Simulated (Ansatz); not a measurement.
**AlCl2HSe: vertical ionisation energy**

How much energy removes an electron from AlCl2HSe at fixed geometry? The cation is run at each level and the neutral's energy taken from earlier runs.

Method: unrestricted cation, the program's frozen cores in correlated methods; program: Ansatz 0.2.0, Gaussian basis.

The runs, in order: UKS PBE-D4/def2-TZVPP; UKS r2SCAN-D4/def2-TZVPP; UKS PBE0-D4/def2-TZVPP; UKS B3LYP-D4/def2-TZVPP; UKS wB97X-V/def2-TZVPP; UKS wB97M-V/def2-TZVPP; UKS B2PLYP/def2-TZVPP; UHF-CCSD(T)/def2-TZVPP; UHF-MP2/def2-QZVPP; extrapolation to the limit; then −ε(HOMO) from the neutral's earlier runs with LDA (SPW92), PBE-D4, revPBE-D4, BLYP-D4, r2SCAN-D4, B97M-V, PBE0-D4, B3LYP-D4, r2SCANh-D4, r2SCAN0-D4, HSE06-D4, BHLYP-D4, CAM-B3LYP-D4, LC-ωPBE, ωB97X-V, ωB97M-V.

## Step 1: Structure used throughout

All runs share one geometry, relaxed beforehand with PBE0-D4 in a triple-zeta def2 set.

5 atoms, charge 0, spin multiplicity 1.

Atoms are counted from 1 here; the program's logs count them from 0.

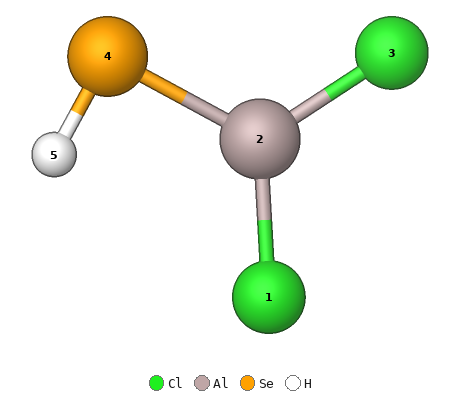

The geometry (chlorine green, aluminium light grey, selenium orange, hydrogen white); atoms are numbered from 1 in the order of the file.

## Step 2: Cation, UKS PBE-D4/def2-TZVPP

Contents of in.yaml:

```yaml
crystal:
  periodic: [false, false, false]
  atoms:
    - {symbol: Cl, position_ang: [-1.129102, -1.388582, 1.240079]}
    - {symbol: Al, position_ang: [0.378774, -0.407396, 0.195226]}
    - {symbol: Cl, position_ang: [2.327249, -1.125361, 0.281040]}
    - {symbol: Se, position_ang: [-0.051812, 1.460302, -1.058798]}
    - {symbol: H, position_ang: [-1.475208, 1.387438, -0.698949]}
basis:
  gaussian: {orbitals: def2-TZVPP}
total_charge: 1
magnetization: {spin_polarized: true, initial_magnetization: 1}
hamiltonian: {xc: pbe, dispersion: d4}
```

Launch:

```
$ ansatz run in.yaml --threads 2 --pin off --events-out ev --progress --plain --max-ram 32768MiB --backend cpu
```

The runs that follow: Cation, UKS r2SCAN-D4/def2-TZVPP; Cation, UKS PBE0-D4/def2-TZVPP; Cation, UKS B3LYP-D4/def2-TZVPP; Cation, UKS wB97X-V/def2-TZVPP; Cation, UKS wB97M-V/def2-TZVPP; Cation, UKS B2PLYP (frozen core)/def2-TZVPP; Cation, UHF-CCSD(T)/def2-TZVPP; Cation, UHF-MP2/def2-QZVPP.

Q: Predict the results of all the runs planned. Wanted: ionisation energy, CCSD(T)/CBS; nearest functional by difference; nearest −ε(HOMO); −ε(HOMO) of PBE; T1 of the cation.

As calculated:

```
                        quantity               value
  ionisation energy, CCSD(T)/CBS            10.22 eV
nearest functional by difference  ωB97X-V (-0.14 eV)
                nearest −ε(HOMO)  ωB97X-V (-0.12 eV)
                 −ε(HOMO) of PBE             6.68 eV
                T1 of the cation               0.011
```

Energy differences with functionals land within 0.41 eV of the reference. The PBE orbital energy is 3.5 eV too small: a semilocal HOMO is no ionisation energy. Among orbital estimates ωB97X-V comes nearest. Hartree-Fock falls 1.17 eV short, as the neutral has more correlation energy than the cation. Correlated methods include outer-core shells of Se, which these sets cover unevenly. With outer-core shells in play the reference is unsure by up to some tenths of an eV, so close misses can't be ranked.
